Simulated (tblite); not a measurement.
# GeH₃F: geometry relaxation

- system: GeH₃F, SMILES [F][GeH3]
- method: GFN2-xTB geometry optimisation, gas phase (tblite 0.8.0)

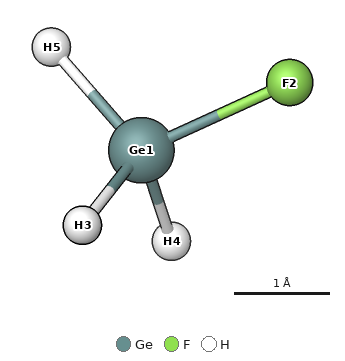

The starting structure (ball-and-stick view, seen at a tilt; atoms are numbered from 1 in the order of the input). Sticks mark near contacts. Bond lengths as drawn: F–Ge 1.79 Å and Ge–H 1.52 to 1.55 Å.

The input:
```
{"job": {"kind": "relax", "xc": "GFN2-xTB", "basis": "xTB"}, "charge": 0, "multiplicity": 1}
Ge    -0.064075    -0.024165    -0.000223
F      1.696129    -0.278551    -0.178564
H     -0.809522    -0.571910    -1.218833
H     -0.270895     1.482019     0.069393
H     -0.575090    -0.621185     1.331938
```

The first line tells a small driver script what to run in tblite; the rest is the geometry in Å.

Hardware: 1 CPU thread, shared host.

Run as:
```bash
OMP_NUM_THREADS=1 python <driver script> task.json out
```

The program's output:
```
step      E/eV     max force
  0    -223.61646    0.846
  1    -223.64060    0.775
  2    -223.71802    0.609
  3    -223.72686    0.345
  4    -223.73514    0.217
  5    -223.74404    0.344
  6    -223.74774    0.268
  7    -223.74933    0.095
  8    -223.74955    0.020
  9    -223.74957    0.012
 10    -223.74958    0.010
 11    -223.74959    0.013
 12    -223.74961    0.017
 13    -223.74963    0.018
 14    -223.74964    0.011
 15    -223.74964    0.003
```

Trajectory as extended XYZ (Å, eV, eV/Å), 16 frames, from step=0 to step=15:
```
5
Properties=species:S:1:pos:R:3:forces:R:3 step=0 energy=-223.61646
Ge   -0.0641   -0.0242   -0.0002   -0.3500   0.2250   0.2170
F     1.6961   -0.2786   -0.1786   -0.8420   0.0270   0.0860
H    -0.8095   -0.5719   -1.2188    0.4520  -0.0440   0.2600
H    -0.2709    1.4820    0.0694    0.2840  -0.2090  -0.0640
H    -0.5751   -0.6212    1.3319    0.4560   0.0020  -0.4990
5
Properties=species:S:1:pos:R:3:forces:R:3 step=1 energy=-223.64060
Ge   -0.0691   -0.0210    0.0029   -0.3110   0.1860   0.1420
F     1.6841   -0.2782   -0.1773   -0.7710   0.0210   0.0840
H    -0.8031   -0.5725   -1.2151    0.4150  -0.0470   0.2340
H    -0.2668    1.4790    0.0685    0.2580  -0.1340  -0.0550
H    -0.5686   -0.6212    1.3248    0.4080  -0.0260  -0.4050
5
Properties=species:S:1:pos:R:3:forces:R:3 step=2 energy=-223.71802
Ge   -0.1080    0.0024    0.0210   -0.0730   0.0350  -0.4250
F     1.5878   -0.2755   -0.1668   -0.0280  -0.0570   0.0340
H    -0.7511   -0.5784   -1.1859    0.0570  -0.1280  -0.1100
H    -0.2346    1.4620    0.0615    0.0570   0.5000   0.0030
H    -0.5175   -0.6243    1.2739   -0.0130  -0.3500   0.4980
5
Properties=species:S:1:pos:R:3:forces:R:3 step=3 energy=-223.72686
Ge   -0.1053    0.0007    0.0144   -0.1150   0.0600  -0.1370
F     1.5965   -0.2764   -0.1674   -0.1110  -0.0450   0.0300
H    -0.7553   -0.5793   -1.1900    0.0730  -0.1310  -0.1110
H    -0.2369    1.4694    0.0622    0.0780   0.3360  -0.0080
H    -0.5224   -0.6281    1.2845    0.0750  -0.2200   0.2260
5
Properties=species:S:1:pos:R:3:forces:R:3 step=4 energy=-223.73514
Ge   -0.1100    0.0033    0.0090   -0.1350   0.0920   0.1100
F     1.5903   -0.2778   -0.1661   -0.0750  -0.0430   0.0150
H    -0.7514   -0.5835   -1.1923    0.0360  -0.1380  -0.1570
H    -0.2335    1.4800    0.0618    0.0700   0.2040  -0.0150
H    -0.5189   -0.6358    1.2914    0.1050  -0.1150   0.0470
5
Properties=species:S:1:pos:R:3:forces:R:3 step=5 energy=-223.74404
Ge   -0.1229    0.0113    0.0056   -0.1300   0.0970   0.3040
F     1.5725   -0.2806   -0.1632    0.0220  -0.0390  -0.0060
H    -0.7410   -0.5930   -1.1971   -0.0190  -0.1130  -0.1740
H    -0.2246    1.4981    0.0603    0.0350   0.0500  -0.0180
H    -0.5075   -0.6496    1.2981    0.0920   0.0050  -0.1060
5
Properties=species:S:1:pos:R:3:forces:R:3 step=6 energy=-223.74774
Ge   -0.1330    0.0177    0.0081   -0.0980   0.0560   0.2430
F     1.5608   -0.2827   -0.1614    0.0590  -0.0290  -0.0080
H    -0.7342   -0.6002   -1.2015   -0.0260  -0.0580  -0.1100
H    -0.2183    1.5087    0.0590    0.0080  -0.0100  -0.0130
H    -0.4987   -0.6574    1.2996    0.0570   0.0410  -0.1130
5
Properties=species:S:1:pos:R:3:forces:R:3 step=7 energy=-223.74933
Ge   -0.1397    0.0217    0.0128   -0.0450   0.0120   0.0820
F     1.5555   -0.2841   -0.1605    0.0440  -0.0160   0.0000
H    -0.7309   -0.6043   -1.2049   -0.0120  -0.0050  -0.0270
H    -0.2150    1.5135    0.0581   -0.0080  -0.0190  -0.0050
H    -0.4933   -0.6606    1.2982    0.0210   0.0270  -0.0510
5
Properties=species:S:1:pos:R:3:forces:R:3 step=8 energy=-223.74955
Ge   -0.1408    0.0221    0.0149   -0.0150   0.0010   0.0030
F     1.5562   -0.2844   -0.1605    0.0160  -0.0100   0.0060
H    -0.7310   -0.6045   -1.2055   -0.0030   0.0080   0.0010
H    -0.2151    1.5130    0.0580   -0.0090  -0.0050  -0.0020
H    -0.4927   -0.6600    1.2969    0.0100   0.0060  -0.0070
5
Properties=species:S:1:pos:R:3:forces:R:3 step=9 energy=-223.74957
Ge   -0.1408    0.0219    0.0151   -0.0050   0.0010  -0.0080
F     1.5570   -0.2846   -0.1605    0.0050  -0.0080   0.0080
H    -0.7314   -0.6042   -1.2054   -0.0010   0.0070   0.0020
H    -0.2155    1.5125    0.0580   -0.0080   0.0000  -0.0020
H    -0.4928   -0.6595    1.2966    0.0090   0.0000   0.0010
5
Properties=species:S:1:pos:R:3:forces:R:3 step=10 energy=-223.74958
Ge   -0.1408    0.0219    0.0150    0.0020   0.0000  -0.0080
F     1.5574   -0.2848   -0.1603   -0.0020  -0.0070   0.0080
H    -0.7315   -0.6039   -1.2054   -0.0010   0.0060   0.0000
H    -0.2158    1.5123    0.0579   -0.0070   0.0020  -0.0020
H    -0.4927   -0.6593    1.2965    0.0080  -0.0010   0.0020
5
Properties=species:S:1:pos:R:3:forces:R:3 step=11 energy=-223.74959
Ge   -0.1410    0.0219    0.0148    0.0110   0.0000  -0.0030
F     1.5578   -0.2852   -0.1599   -0.0100  -0.0050   0.0070
H    -0.7317   -0.6035   -1.2054   -0.0020   0.0030  -0.0040
H    -0.2163    1.5122    0.0578   -0.0060   0.0030  -0.0020
H    -0.4922   -0.6592    1.2964    0.0070  -0.0020   0.0030
5
Properties=species:S:1:pos:R:3:forces:R:3 step=12 energy=-223.74961
Ge   -0.1412    0.0220    0.0145    0.0170  -0.0010   0.0030
F     1.5579   -0.2860   -0.1592   -0.0140  -0.0020   0.0050
H    -0.7319   -0.6030   -1.2056   -0.0040   0.0000  -0.0070
H    -0.2170    1.5123    0.0576   -0.0040   0.0040  -0.0020
H    -0.4914   -0.6592    1.2964    0.0050  -0.0010   0.0020
5
Properties=species:S:1:pos:R:3:forces:R:3 step=13 energy=-223.74963
Ge   -0.1412    0.0222    0.0142    0.0160  -0.0020   0.0080
F     1.5577   -0.2869   -0.1582   -0.0120   0.0000   0.0020
H    -0.7321   -0.6024   -1.2059   -0.0040  -0.0010  -0.0080
H    -0.2179    1.5126    0.0572   -0.0020   0.0030  -0.0020
H    -0.4901   -0.6592    1.2964    0.0020   0.0000   0.0000
5
Properties=species:S:1:pos:R:3:forces:R:3 step=14 energy=-223.74964
Ge   -0.1410    0.0223    0.0142    0.0080  -0.0020   0.0070
F     1.5574   -0.2876   -0.1575   -0.0060   0.0010   0.0000
H    -0.7322   -0.6020   -1.2062   -0.0020  -0.0010  -0.0050
H    -0.2185    1.5128    0.0570   -0.0010   0.0010  -0.0020
H    -0.4891   -0.6593    1.2964    0.0000   0.0000   0.0000
5
Properties=species:S:1:pos:R:3:forces:R:3 step=15 energy=-223.74964
Ge   -0.1407    0.0222    0.0142    0.0010  -0.0010   0.0030
F     1.5572   -0.2877   -0.1574   -0.0010   0.0010  -0.0010
H    -0.7323   -0.6019   -1.2064    0.0000   0.0010  -0.0020
H    -0.2186    1.5128    0.0569    0.0000   0.0000  -0.0010
H    -0.4890   -0.6593    1.2964   -0.0010   0.0000   0.0010
```

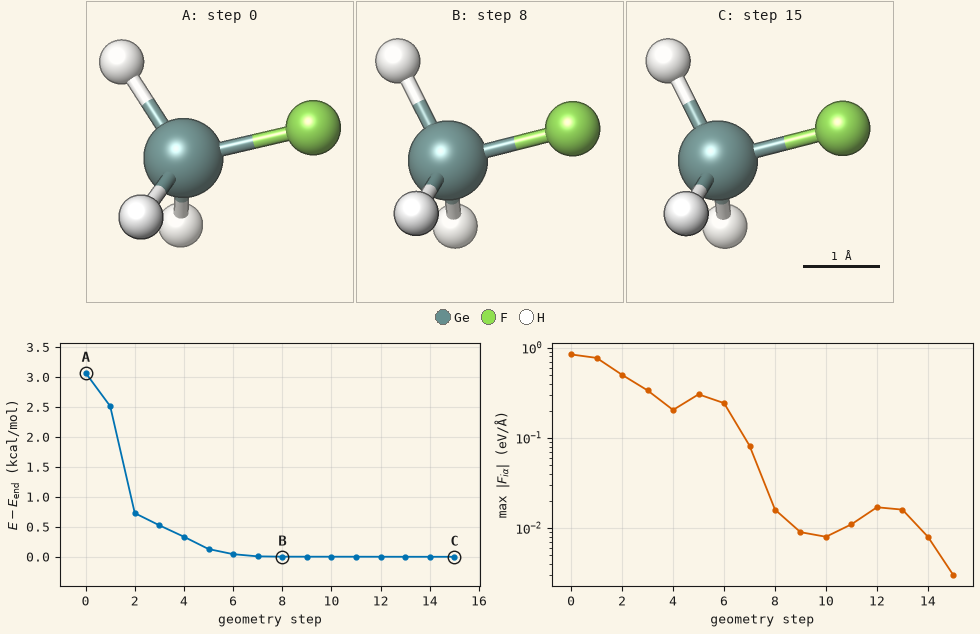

Frames of the relaxation (ball-and-stick view, seen at a tilt) above the curves, on which the letters mark them (steps are counted from 0).

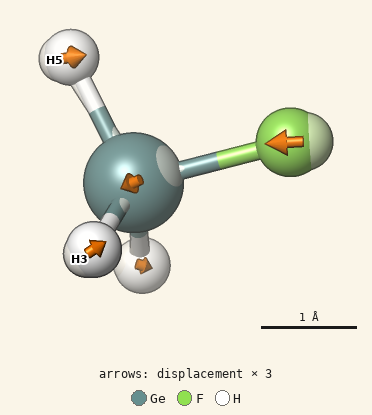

Start (faint) and end (solid) with the displacements as orange arrows, magnified 3 times (ball-and-stick view, seen at a tilt). The two geometries are laid on each other by the best rigid fit. F2 moves most after the best rigid fit: 0.14 Å. By element the largest moves are F 0.14 Å, H 0.10 Å, Ge 0.09 Å. Distances before and after: Ge1–H5 1.547 → 1.493 Å, Ge1–F2 1.787 → 1.734 Å, Ge1–H3 1.530 → 1.493 Å, Ge1–H4 1.522 → 1.493 Å. Among the angles that change: F2–Ge1–H5 110.9° → 103.4°, H4–Ge1–H5 107.3° → 114.8°, F2–Ge1–H3 110.4° → 103.4°. After 15 geometry steps the energy has fallen by 3.07 kcal/mol. Largest force component: 0.84 eV/Å at the start, 0.003 eV/Å at the end. (Atoms are counted from 1 in the order of the input.)

Results in brief:

| quantity | value |
| --- | --- |
| outcome | converged |
| total energy | −223.7496 eV |
| peak memory | 0.18 GiB |
